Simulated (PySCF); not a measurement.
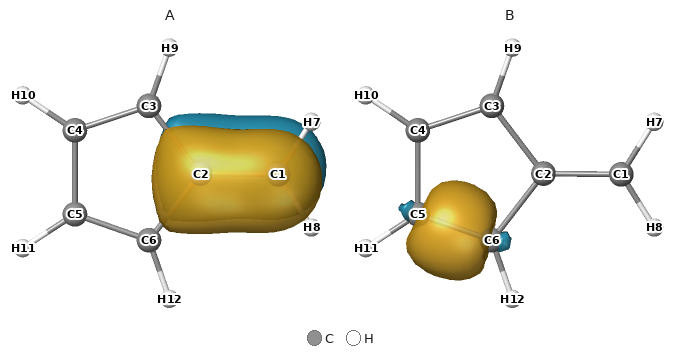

Figure 1: C6H6, SMILES `C=C1C=CC=C1`. Intrinsic bond orbitals (IBO), occupied; each surface holds about 80 % of the orbital's density. Energies are diagonal elements of the Fock matrix.

Level of theory: M06-2X/def2-SVP (PySCF), at a geometry from GFN2-xTB. No frequency check shows the geometry to be a minimum.

Identify each orbital.

Answer. By panel:
- A: π bond C2–C1 (C2 46 %, C1 46 %; −9.7 eV)
- B: σ bond C6–C5 (C6 50 %, C5 50 %; −18.6 eV)

The PySCF run took 27 s on 1 thread of Arm Neoverse V2, on a shared host, peak memory 0.54 GiB.
